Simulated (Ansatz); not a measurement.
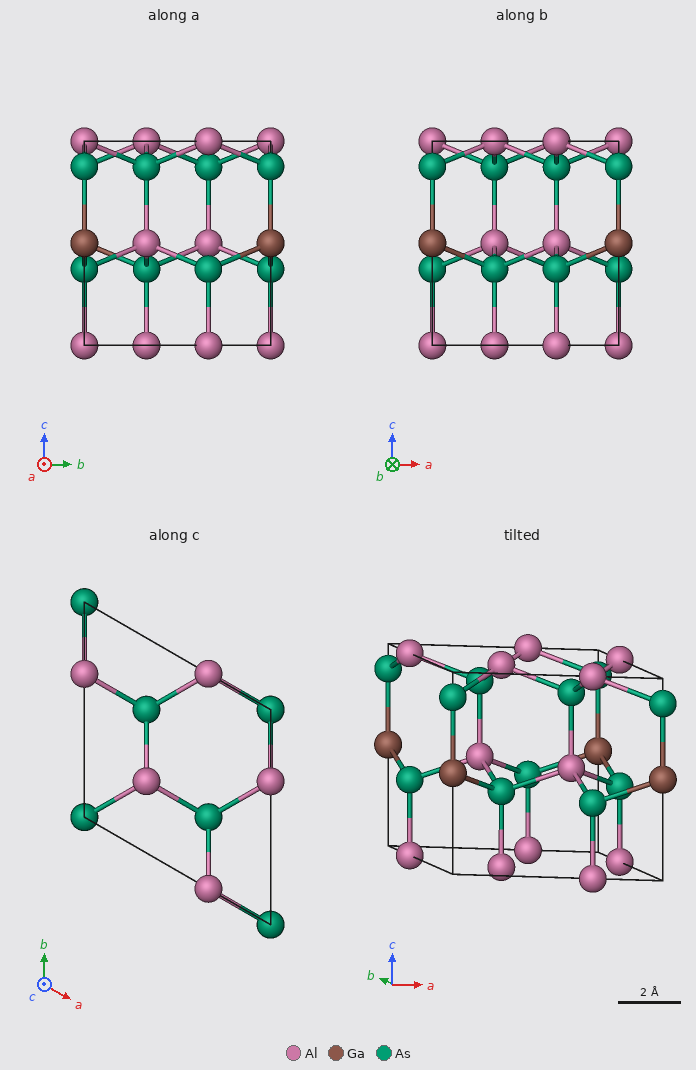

An orthographic ball-and-stick view of the structure, along the a axis, along the b axis, along the c axis and slightly off an axis. The conventional unit cell is drawn as a box.

Lattice parameters: a = 7.0028 Å, b = 7.0028 Å, c = 6.6482 Å, α = 90.000°, β = 90.000°, γ = 120.000°.

Question: Give the structure in the form of a CIF in P1 with every atom of the cell, with free fractional coordinates to two decimals.

Answer:
```cif
data_structure
_symmetry_space_group_name_H-M 'P 1'
_symmetry_Int_Tables_number 1
_cell_length_a 7.0028
_cell_length_b 7.0028
_cell_length_c 6.6482
_cell_angle_alpha 90.000
_cell_angle_beta 90.000
_cell_angle_gamma 120.000
_cell_volume 282.34
loop_
_atom_site_label
_atom_site_type_symbol
_atom_site_fract_x
_atom_site_fract_y
_atom_site_fract_z
_atom_site_occupancy
Al1 Al 0.33 0.33 0.00 1
Al2 Al 0.00 0.67 0.00 1
Al3 Al 0.67 0.00 0.00 1
Al4 Al 0.6667 0.3333 0.50 1
Al5 Al 0.3333 0.6667 0.50 1
Ga1 Ga 0.00 0.00 0.50 1
As1 As 0.33 0.33 0.37 1
As2 As 0.00 0.67 0.37 1
As3 As 0.67 0.00 0.37 1
As4 As 0.6667 0.3333 0.87 1
As5 As 0.3333 0.6667 0.87 1
As6 As 0.00 0.00 0.88 1
```

The structure comes from a structure type filled with these elements by a generator (whether the compound takes this form wasn't checked). Earlier steps of the study, as a rule a relaxation of our own, may have changed the cell and positions, so they can lie some per cent off the listed ones. A calculation with Ansatz used it as input.
